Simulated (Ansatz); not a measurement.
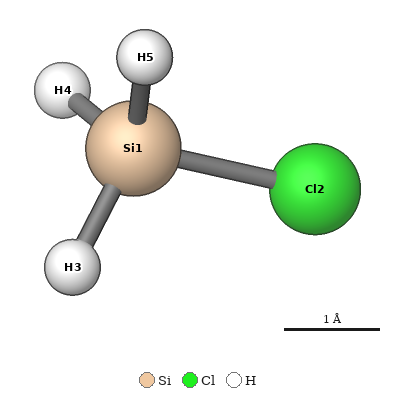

*The structure as given in the input (ball-and-stick view, seen at a tilt; atoms are numbered from 1 in the order of the input).*

**Geometry relaxation of SiH$_{3}$Cl**

System: SiH$_{3}$Cl.
Method: RKS PBE0-D4/def2-TZVP (Ansatz 0.2.0).

Figures and captions count atoms from 1; the log counts them from 0 in places.

**Log**
```
Functional definition: PBE0
  name "PBE0"
  cite "Adamo & Barone, J. Chem. Phys. 110, 6158 (1999) doi:10.1063/1.478522"
  cite "Perdew, Burke & Ernzerhof, Phys. Rev. Lett. 77, 3865 (1996) doi:10.1103/PhysRevLett.77.3865"
  parent pbe
  parameter a = 0.25
  parameter kappa = 0.804
  parameter beta = 0.06672455060314922
  exchange = (1 - a)*pbe_x(kappa = kappa, mu = beta*pi^2/3) + a*exact_x
  correlation = pbe_c(beta = beta)
668 factors; their error is unknown
mean field evaluation 1: about -20442.9743 eV, gradient 1.0e1 eV
mean field evaluation 2: about -20443.1879 eV, gradient 6.4e0 eV
mean field evaluation 4: about -20443.2615 eV, gradient 1.5e-1 eV
mean field evaluation 8: about -20443.3321 eV, gradient 2.0e-2 eV
mean field -20443.33207307 eV, -751.2785966970 hartree, gradient 2.1e-5 eV, S^2 0.000000; 0 other end points of the search recorded, 0 dependent functions left out
the calculation of the forces begins
reference -20443.33209953 eV, -751.2785976697 hartree; 17, 17 occupied and 75, 75 virtual orbitals, 668 factors
relax step   1: F+E_penalty+E_count = -20443.39436431 eV  Δ(F+E_penalty+E_count) = +0.000e0 eV  max|allowed force component| = 2.454e-1 eV/Å  Δτ_max = 0.0000 Å  (22 SCF iters, accepted)
these checks for a lower state are left out or cut short: starts, cluster_reference, orbital_swaps, neighbouring_geometries, increment
668 factors; their error is unknown
mean field evaluation 16: about -20443.2635 eV, gradient 2.8e-3 eV
mean field -20443.33390176 eV, -751.2786639001 hartree, gradient 4.8e-5 eV, S^2 0.000000; 0 other end points of the search recorded, 0 dependent functions left out
the calculation of the forces begins
reference -20443.33392816 eV, -751.2786648705 hartree; 17, 17 occupied and 75, 75 virtual orbitals, 668 factors
relax step   2: F+E_penalty+E_count = -20443.39620869 eV  Δ(F+E_penalty+E_count) = -1.844e-3 eV  max|allowed force component| = 3.534e-2 eV/Å  Δτ_max = 0.0200 Å  (23 SCF iters, accepted)
these checks for a lower state are left out or cut short: starts, cluster_reference, orbital_swaps, neighbouring_geometries, increment
668 factors; their error is unknown
mean field -20443.33419707 eV, -751.2786747528 hartree, gradient 4.6e-5 eV, S^2 0.000000; 0 other end points of the search recorded, 0 dependent functions left out
the calculation of the forces begins
reference -20443.33422349 eV, -751.2786757236 hartree; 17, 17 occupied and 75, 75 virtual orbitals, 668 factors
relax step   3: F+E_penalty+E_count = -20443.39651419 eV  Δ(F+E_penalty+E_count) = -3.055e-4 eV  max|allowed force component| = 9.017e-4 eV/Å  Δτ_max = 0.0071 Å  (25 SCF iters, accepted)
668 factors; their error is unknown
mean field evaluation 32: about -20443.2635 eV, gradient 2.8e-2 eV
```

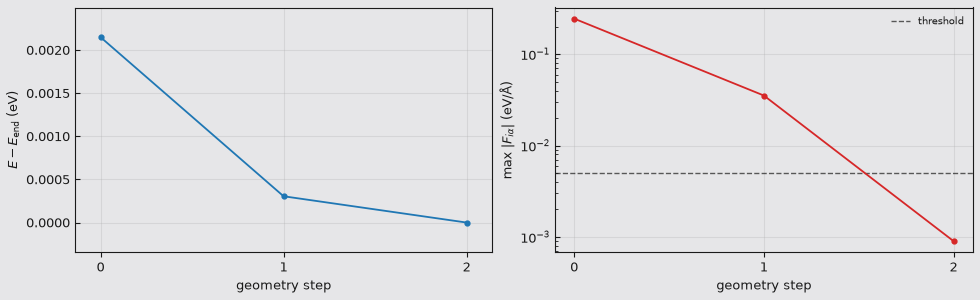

*Progress of the relaxation, step by step (the first geometry is step 0 here and step 1 in the log).*

The energy falls by 0.002 eV in 2 geometry steps. Largest force component: 0.25 eV/Å at the start, 0.0009 eV/Å at the end. The largest moves after the best rigid fit, 0.013 Å, are those of Si1 and H5. Largest moves by element: H 0.013 Å, Si 0.013 Å, Cl 0.011 Å. Distances before and after: Si1–Cl2 2.061 → 2.054 Å. (Atoms are counted from 1 in the order of the input.)

```
mean field -20443.33419707 eV, -751.2786747528 hartree, gradient 4.6e-5 eV, S^2 0.000000; 1 other end points of the search recorded, 0 dependent functions left out
the calculation of the forces begins
reference -20443.33422349 eV, -751.2786757236 hartree; 17, 17 occupied and 75, 75 virtual orbitals, 668 factors
Total energy: -20443.39654061 eV, -751.2809658355 hartree
Atom 0 at    -0.062480     0.114329     1.398713 Å, force     0.000358     0.000019    -0.000265 eV/Å
Atom 1 at    -1.839803    -0.189154     0.415859 Å, force     0.000055     0.000046     0.000679 eV/Å
Atom 2 at     0.545830     1.366701     0.894599 Å, force     0.000020    -0.000103     0.000271 eV/Å
Atom 3 at     0.827634    -1.037501     1.127427 Å, force    -0.000055     0.000159     0.000217 eV/Å
Atom 4 at    -0.339187     0.222374     2.849391 Å, force    -0.000379    -0.000122    -0.000902 eV/Å
Dipole moment:     0.226906     0.038750     0.125542 e Å
```

**Trajectory as extended XYZ (Å, eV, eV/Å), 3 frames, from step=1 to step=3**
```
5
Properties=species:S:1:pos:R:3:forces:R:3 step=1 energy=-20443.39436
Si   -0.0520    0.1151    1.3919   -0.2454  -0.0235   0.0773
Cl   -1.8464   -0.1895    0.4248    0.1277   0.0177   0.0099
H     0.5480    1.3732    0.8978    0.0307   0.0040  -0.0390
H     0.8303   -1.0425    1.1313    0.0341  -0.0037  -0.0372
H    -0.3480    0.2206    2.8402    0.0530   0.0054  -0.0110
5
Properties=species:S:1:pos:R:3:forces:R:3 step=2 energy=-20443.39621
Si   -0.0644    0.1143    1.4020   -0.0059  -0.0027  -0.0353
Cl   -1.8383   -0.1894    0.4100    0.0130   0.0042   0.0353
H     0.5437    1.3642    0.8935    0.0041   0.0176   0.0078
H     0.8253   -1.0358    1.1260    0.0071  -0.0149   0.0105
H    -0.3343    0.2234    2.8545   -0.0183  -0.0042  -0.0182
5
Properties=species:S:1:pos:R:3:forces:R:3 step=3 energy=-20443.39651
Si   -0.0625    0.1143    1.3987    0.0004   0.0000  -0.0003
Cl   -1.8398   -0.1892    0.4159    0.0001   0.0000   0.0007
H     0.5458    1.3667    0.8946    0.0000  -0.0001   0.0003
H     0.8276   -1.0375    1.1274   -0.0001   0.0002   0.0002
H    -0.3392    0.2224    2.8494   -0.0004  -0.0001  -0.0009
```

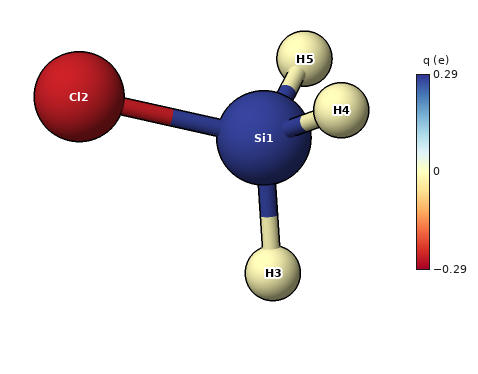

*Mulliken charges, as the colour of each atom (ball-and-stick view, seen at a tilt; atoms are numbered from 1 in the order of the input; Mulliken charges depend strongly on the basis).*

By element: Si +0.28, Cl −0.25 and H −0.01 e.

This output came from the following input.

**Input file**
```yaml
crystal:
  periodic: [false, false, false]
  atoms:
    - {symbol: Si, position_ang: [-0.051971, 0.115120, 1.391857]}
    - {symbol: Cl, position_ang: [-1.846361, -0.189539, 0.424771]}
    - {symbol: H, position_ang: [0.547971, 1.373154, 0.897825]}
    - {symbol: H, position_ang: [0.830334, -1.042539, 1.131304]}
    - {symbol: H, position_ang: [-0.347978, 0.220553, 2.840231]}
basis:
  gaussian: {orbitals: def2-TZVP}
hamiltonian: {xc: pbe0, dispersion: d4}
relax: {f_tol: 0.005, max_steps: 200}
```

Command:
```bash
ansatz run in.yaml --threads 4 --pin off --events-out ev --progress --plain --max-ram 9574MiB
```

**Results in brief**

- outcome: converged
- total energy: −20443.3965 eV
- mean-field energy: −20443.3342 eV
- dispersion energy: −0.0623 eV
- SCF solution under orbital rotations: stable
- largest force (length of the vector) at the end: 0.001 eV/Å
- dipole moment: 1.26 D
- hardware: 4 threads of Arm Neoverse V1, 23 GiB of memory available, shared host
- wall time: 2.3 s (CPU time 7.7 s)
- peak memory: 0.52 GiB
